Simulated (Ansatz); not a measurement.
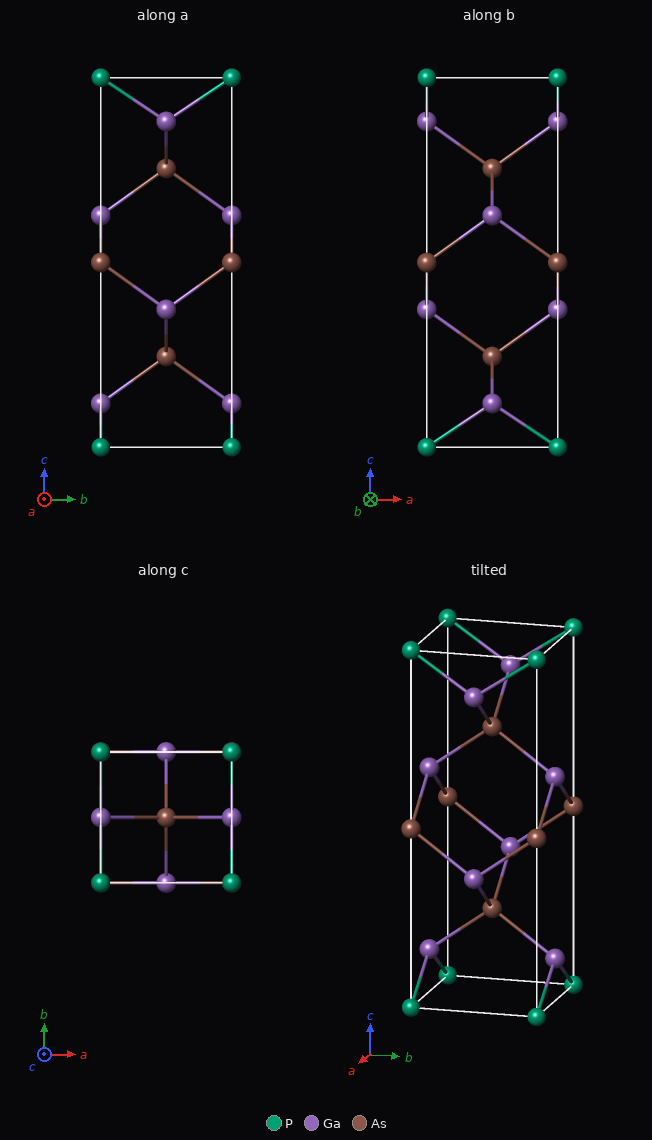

A ball-and-stick rendering, viewed along the a axis, along the b axis, along the c axis and slightly off an axis. The parallelepiped is the conventional unit cell.

Lattice parameters: a = 3.9706 Å, b = 3.9706 Å, c = 11.2099 Å, α = 90.000°, β = 90.000°, γ = 90.000°.

**Record the structure as a CIF with its space group and independent sites, with free fractional coordinates to two decimals.**

```cif
data_structure
_symmetry_space_group_name_H-M 'P -4 m 2'
_symmetry_Int_Tables_number 115
_cell_length_a 3.9706
_cell_length_b 3.9706
_cell_length_c 11.2099
_cell_angle_alpha 90.000
_cell_angle_beta 90.000
_cell_angle_gamma 90.000
_cell_volume 176.73
loop_
_atom_site_label
_atom_site_type_symbol
_atom_site_symmetry_multiplicity
_atom_site_Wyckoff_symbol
_atom_site_fract_x
_atom_site_fract_y
_atom_site_fract_z
_atom_site_occupancy
P1 P 1 a 0.00 0.00 0.00 1
Ga1 Ga 2 g 0.00 0.50 0.88 1
As1 As 2 f 0.50 0.50 0.75 1
Ga2 Ga 2 g 0.50 0.00 0.63 1
As2 As 1 d 0.00 0.00 0.50 1
```

The structure was taken from a structure type filled with these elements by a generator (whether the compound takes this form wasn't checked). Earlier steps of the study, as a rule a relaxation of our own, may have changed the cell and positions, so they can lie some per cent off the listed ones. An electronic-structure calculation with Ansatz was run on it.
